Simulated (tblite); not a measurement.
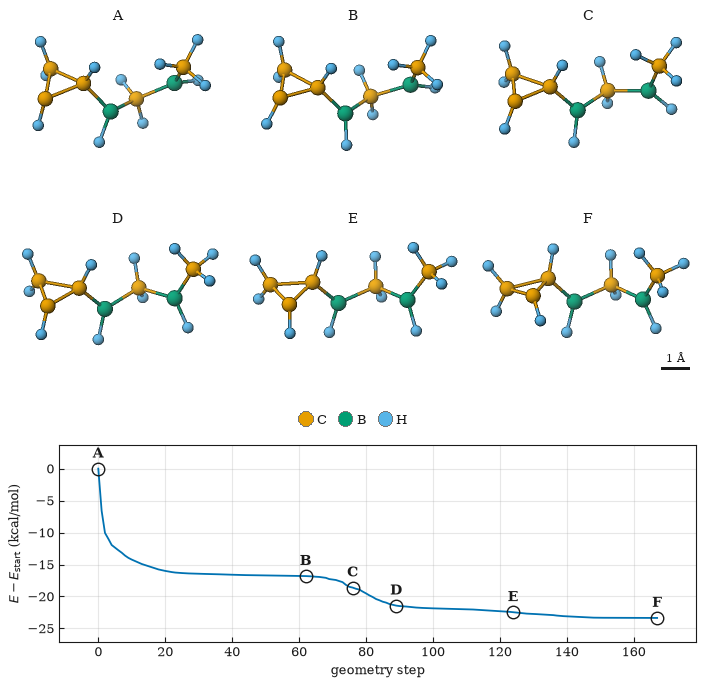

Frames of a relaxation of C$_{5}$H$_{11}$B$_{2}$ (multiplicity 2), marked on the history of the run. Style: ball-and-stick. Shown from a free direction.

These are results of tblite 0.8.0, GFN2-xTB geometry optimisation, gas phase, not measurements. 

### What happens along the run?

The atom that moves furthest after the best rigid fit is an H atom (1.95 Å). Largest moves by element: H 1.95 Å, B 0.96 Å, C 0.82 Å. Among the contacts that change: C–C 1.508 → 1.448 Å, C–C 1.527 → 1.474 Å, C–C 1.497 → 1.544 Å, B–C 1.596 → 1.550 Å. Bond angles that change, for instance: C–C–H 111.8° → 131.4°, C–C–H 116.7° → 130.9°, B–C–B 113.3° → 106.5°. Groups turn about B–C by about 80°, B–C by about 30°. The energy falls by 23.4 kcal/mol in 167 geometry steps. From step 0 to 62: an H atom moves most (0.50 Å), energy −16.8 kcal/mol. From step 62 to 76: an H atom moves most (0.89 Å), energy −1.80 kcal/mol. From step 76 to 89: an H atom moves most (0.94 Å), energy −2.82 kcal/mol. From step 89 to 124: an H atom moves most (0.52 Å), energy −1.03 kcal/mol. From step 124 to 167: an H atom moves most (0.81 Å), energy −0.90 kcal/mol.

```json
{"step": "0", "E − E(0), kcal/mol": "0.00"}
{"step": "1", "E − E(0), kcal/mol": "-6.60"}
{"step": "2", "E − E(0), kcal/mol": "-10.06"}
{"step": "3", "E − E(0), kcal/mol": "-10.97"}
{"step": "4", "E − E(0), kcal/mol": "-11.95"}
{"step": "5", "E − E(0), kcal/mol": "-12.36"}
{"step": "6", "E − E(0), kcal/mol": "-12.77"}
{"step": "7", "E − E(0), kcal/mol": "-13.15"}
{"step": "8", "E − E(0), kcal/mol": "-13.61"}
{"step": "9", "E − E(0), kcal/mol": "-13.96"}
{"step": "10", "E − E(0), kcal/mol": "-14.23"}
{"step": "18", "E − E(0), kcal/mol": "-15.77"}
{"step": "27", "E − E(0), kcal/mol": "-16.40"}
{"step": "35", "E − E(0), kcal/mol": "-16.51"}
{"step": "43", "E − E(0), kcal/mol": "-16.65"}
{"step": "51", "E − E(0), kcal/mol": "-16.72"}
{"step": "60", "E − E(0), kcal/mol": "-16.79"}
{"step": "68", "E − E(0), kcal/mol": "-17.08"}
{"step": "76", "E − E(0), kcal/mol": "-18.61"}
{"step": "84", "E − E(0), kcal/mol": "-20.59"}
{"step": "93", "E − E(0), kcal/mol": "-21.63"}
{"step": "101", "E − E(0), kcal/mol": "-21.87"}
{"step": "109", "E − E(0), kcal/mol": "-21.99"}
{"step": "117", "E − E(0), kcal/mol": "-22.20"}
{"step": "126", "E − E(0), kcal/mol": "-22.58"}
{"step": "134", "E − E(0), kcal/mol": "-22.87"}
{"step": "142", "E − E(0), kcal/mol": "-23.16"}
{"step": "150", "E − E(0), kcal/mol": "-23.33"}
{"step": "159", "E − E(0), kcal/mol": "-23.35"}
{"step": "167", "E − E(0), kcal/mol": "-23.36"}
```
